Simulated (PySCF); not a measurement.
**CH₁₀N₂OSi₂ (SMILES N[Si](N)(O)C[SiH3]): density, localisation and related maps**

```json
{"atom": "N", "x (Å)": "0.3741", "y (Å)": "-0.1491", "z (Å)": "-1.9781"}
{"atom": "Si", "x (Å)": "0.4369", "y (Å)": "0.6326", "z (Å)": "-0.4360"}
{"atom": "N", "x (Å)": "1.9692", "y (Å)": "1.3702", "z (Å)": "-0.0996"}
{"atom": "O", "x (Å)": "-0.6765", "y (Å)": "1.8358", "z (Å)": "-0.4131"}
{"atom": "C", "x (Å)": "0.1378", "y (Å)": "-0.6794", "z (Å)": "0.8992"}
{"atom": "Si", "x (Å)": "-1.6036", "y (Å)": "-1.4140", "z (Å)": "0.9143"}
{"atom": "H", "x (Å)": "0.4806", "y (Å)": "0.4373", "z (Å)": "-2.7912"}
{"atom": "H", "x (Å)": "-0.3878", "y (Å)": "-0.7885", "z (Å)": "-2.1353"}
{"atom": "H", "x (Å)": "2.2221", "y (Å)": "2.1793", "z (Å)": "-0.6445"}
{"atom": "H", "x (Å)": "2.7678", "y (Å)": "0.7624", "z (Å)": "-0.0263"}
{"atom": "H", "x (Å)": "-0.7218", "y (Å)": "2.4084", "z (Å)": "0.3471"}
{"atom": "H", "x (Å)": "0.3446", "y (Å)": "-0.2387", "z (Å)": "1.8735"}
{"atom": "H", "x (Å)": "0.8616", "y (Å)": "-1.4818", "z (Å)": "0.7725"}
{"atom": "H", "x (Å)": "-1.7053", "y (Å)": "-2.3964", "z (Å)": "2.0015"}
{"atom": "H", "x (Å)": "-2.6118", "y (Å)": "-0.3728", "z (Å)": "1.1335"}
{"atom": "H", "x (Å)": "-1.8957", "y (Å)": "-2.0963", "z (Å)": "-0.3519"}
```

Geometry: GFN2-xTB.

The calculation used CAM-B3LYP/def2-SVPD, SCF density, gas phase in PySCF.

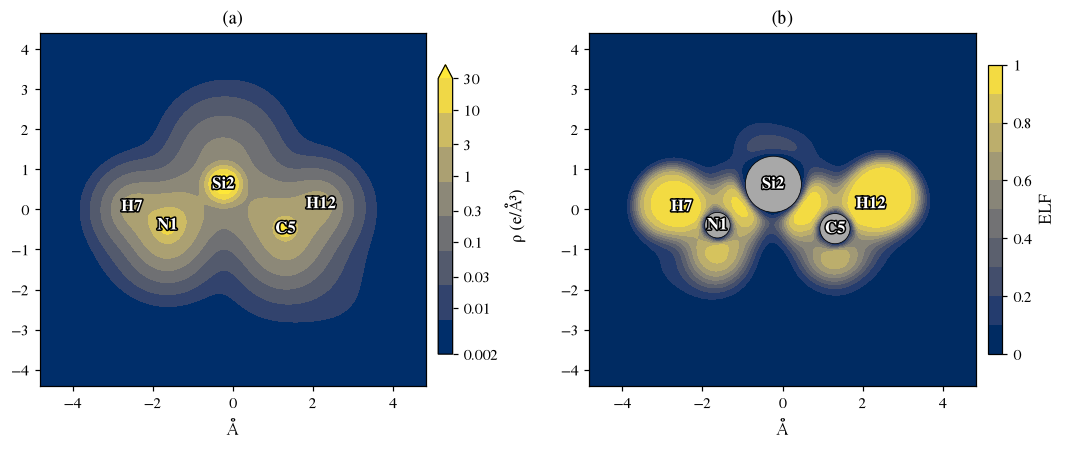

Figure 1. (a) total electron density; (b) electron localisation function on the plane of atoms Si2, N1 and H7. Grey discs cover the atomic cores in the ELF map.

Read the bonding off the picture.

Answer. The plane passes through N, Si, C and H nuclei. Si–N (1.73 Å): ρ is about 1.1 e/Å³ halfway; the ELF peaks at about 0.95 between the atoms: a polar covalent bond. C–Si (1.90 Å): ρ is about 0.95 e/Å³ halfway; the ELF peaks at about 0.95 between the atoms, as expected for a shared electron pair. N–H (1.01 Å): ρ is about 2.8 e/Å³ halfway; the ELF climbs to about 1 towards the hydrogen, as it does in any bond to H; a covalent bond by its length. C–H (1.09 Å): ρ is about 1.9 e/Å³ halfway; the ELF climbs to about 1 towards the hydrogen; an ordinary covalent bond to hydrogen.

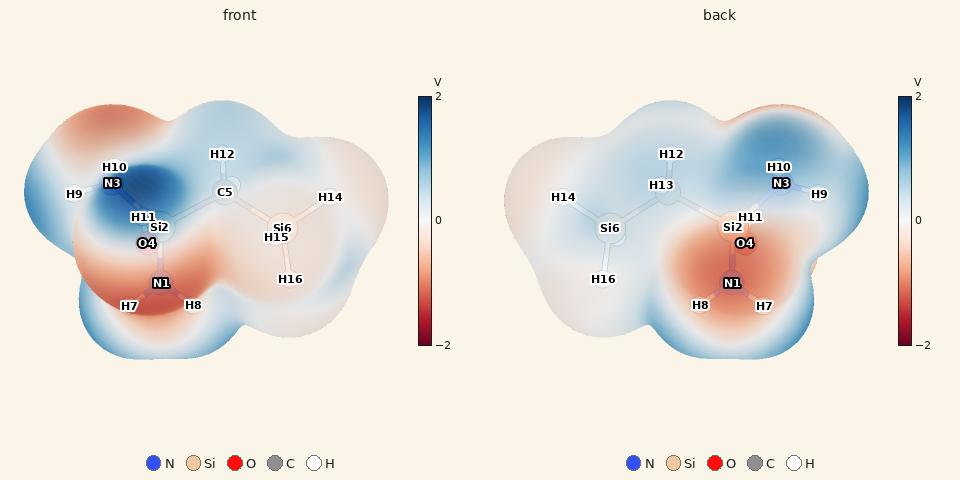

Figure 2. The molecular electrostatic potential painted on the density surface at 0.001 e/bohr³, seen from the front and from behind; the colour scale runs from red (negative) to blue (positive).

Where is the surface potential most negative and most positive?

Answer. The most negative region (about −1.3 V) lies over O4, the most positive (about +1.8 V) over H11. O4 is the likeliest acceptor of a hydrogen bond.

How polar is the molecule by this calculation?

Answer. Its dipole moment is 1.21 D.
